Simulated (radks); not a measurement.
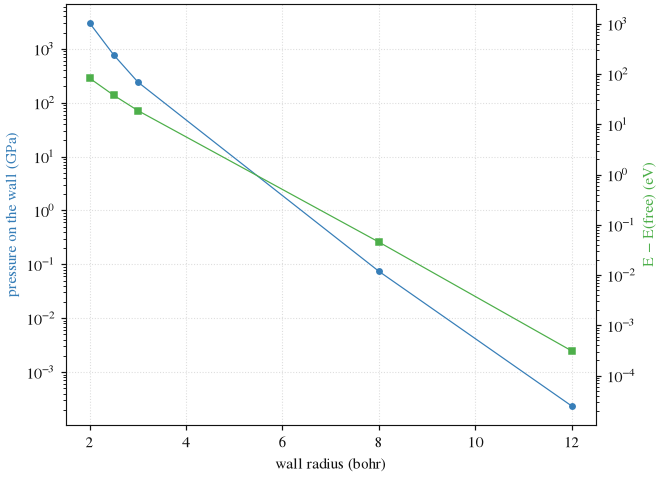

Atomic beryllium (Be); electrons: [He] 2s2. It is put inside a hard spherical wall of varying radius. Computed with the in-house radial solver radks: scalar-relativistic Kohn-Sham, LDA (Slater exchange, VWN5 correlation), spin-polarised, spherical densities, point nucleus. The plot shows the pressure on the wall (left axis) and the energy above the free species (right axis).

> How do pressure and energy grow as the wall closes in?

The pressure grows from 0.00024 GPa at 12 bohr through 240 GPa at 3 bohr to 3000 GPa at 2 bohr, and the energy above the free species from 0.000311 eV through 18.8 eV to 82.5 eV. The pressure is −dE/dV with V = 4πR³/3.
